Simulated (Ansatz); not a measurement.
Input

```
crystal:
  periodic: [false, false, false]
  atoms:
    - symbol: C
      position_ang: [-1.180506, -0.379308, 1.424860]
    - symbol: C
      position_ang: [-0.498605, 1.458545, -0.961138]
    - symbol: O
      position_ang: [-3.068719, 1.791382, 0.558953]
    - symbol: Si
      position_ang: [-1.740829, 1.045588, 0.364064]
    - symbol: H
      position_ang: [-0.217515, -0.146249, 1.908267]
    - symbol: H
      position_ang: [-1.926468, -0.602099, 2.199976]
    - symbol: H
      position_ang: [-1.021339, -1.279929, 0.809289]
    - symbol: H
      position_ang: [0.471527, 1.726109, -0.511033]
    - symbol: H
      position_ang: [-0.852258, 2.297766, -1.575555]
    - symbol: H
      position_ang: [-0.321578, 0.585849, -1.610979]
basis:
  gaussian: {orbitals: def2-TZVPD}
hamiltonian: {xc: pbe0}
output: {forces: true, orbitals: {seedname: orbitals}}
```

Run with:

```sh
ansatz run input.yaml --threads 2 --pin off --max-ram 4350MiB --events-out events.jsonl --progress --plain --runs-dir runs
```

Geometry: PBE0-D3(BJ)/def2-SVP.

Level of theory: isolated molecule in a Gaussian basis; Kohn-Sham density functional theory, functional PBE0 in Ansatz.

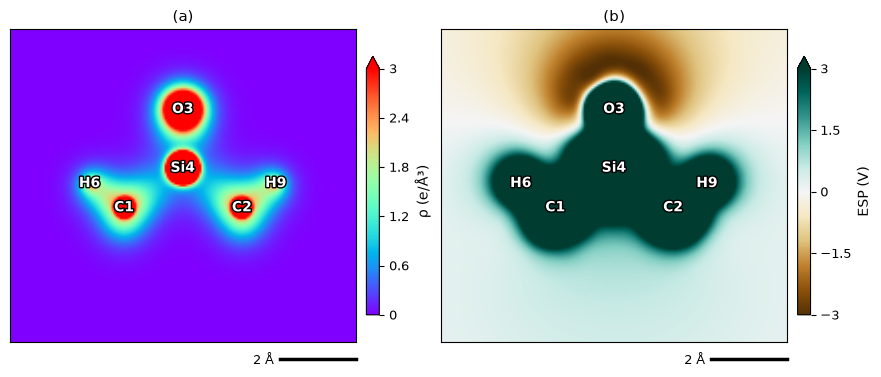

C2H6OSi. (a) total electron density; (b) molecular electrostatic potential on the plane of atoms C2, Si4 and O3.

What do the fields say about this system?

The plane passes through C, O, Si and H nuclei. Si–O (1.54 Å): ρ is about 1.5 e/Å³ halfway. C–Si (1.86 Å): the density is about 0.98 e/Å³ at the midpoint. C–H (1.10 Å): the density is about 1.9 e/Å³ at the midpoint. Outside the dense part of the molecule the potential is most negative (−3.0 V) near O3.
